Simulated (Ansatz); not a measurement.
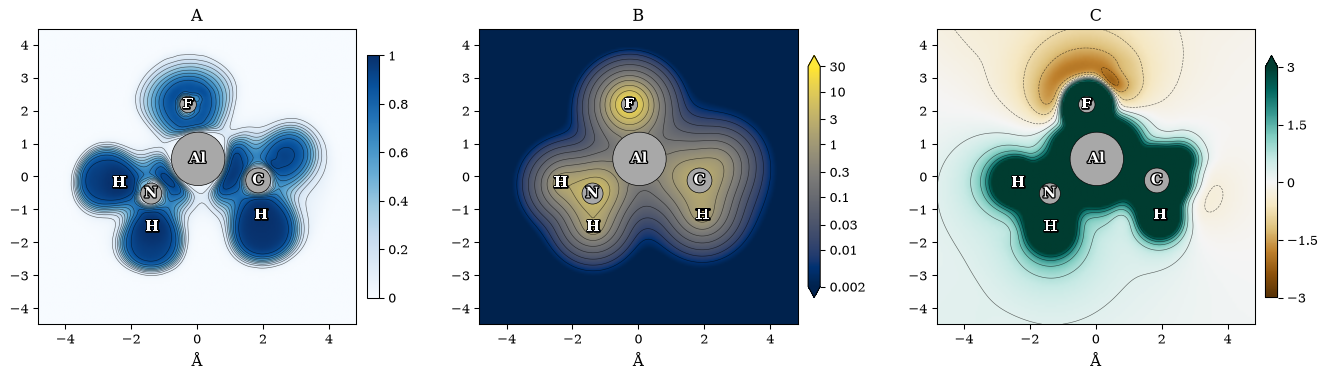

CH5AlFN···H2: 3 fields on the plane of atoms Al1, N2 and H8, with unlabelled colour scales. Grey discs cover the atomic cores.

Computed with Ansatz, RKS r2SCAN/def2-SVP.

Match the panels to the quantities (electron density, electron localisation function and electrostatic potential).

Answer. Panel A: electron localisation function. Panel B: electron density. Panel C: electrostatic potential (strongly positive close to the atoms, with negative regions outside electron-rich atoms). From the grid: Al–F (1.68 Å): ρ at the midpoint is about 0.77 e/Å³; the ELF peaks at about 0.85 in the valence shell of F, 0.5 Å from its nucleus, and is about 0.30 at the midpoint. Al–N (1.77 Å): ρ at the midpoint is about 0.81 e/Å³; the ELF peaks at about 0.90 in the valence shell of N, 0.6 Å from its nucleus, and is about 0.50 at the midpoint.
